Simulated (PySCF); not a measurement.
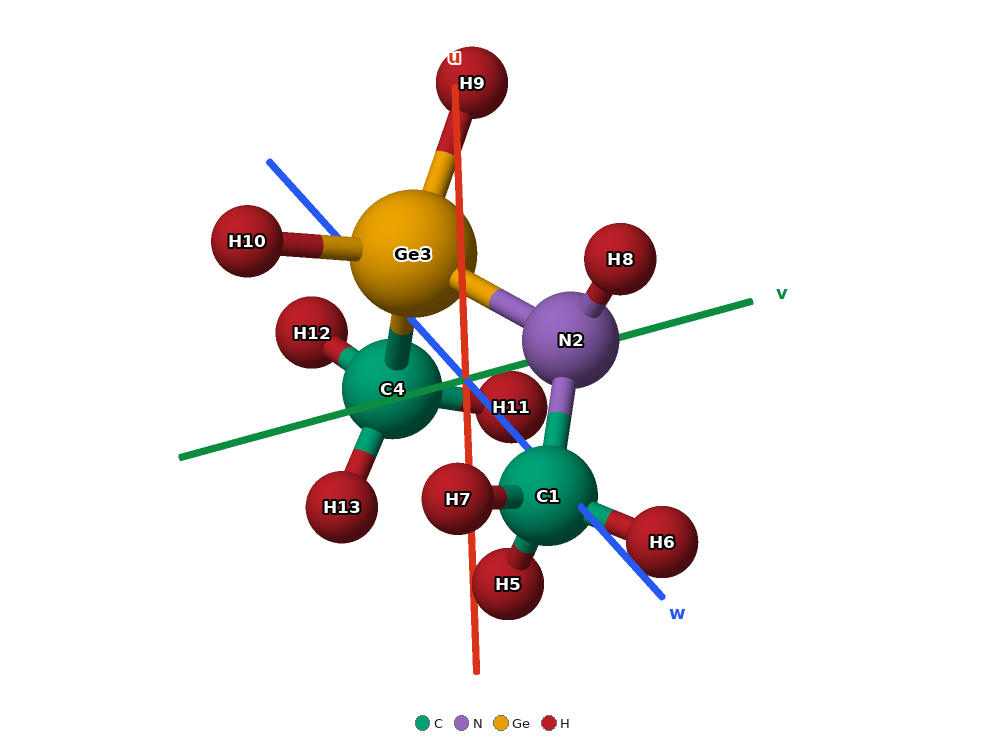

The lines u, v and w are the principal axes of the static dipole polarisability. Computed geometry: PBE0-D3(BJ)/def2-SVP optimisation. No frequency run is at hand to confirm it as a minimum. Method: PBE0/def2-TZVPD (PySCF 2.14.0).

### Along which axis is the molecule most polarisable, and along which least?

Most along w (close to the long direction C1···C4), least along v.

### Give the three principal values.

u 67.2, v 61.7, w 74.0 bohr³; mean 67.6, anisotropy 10.6 bohr³.
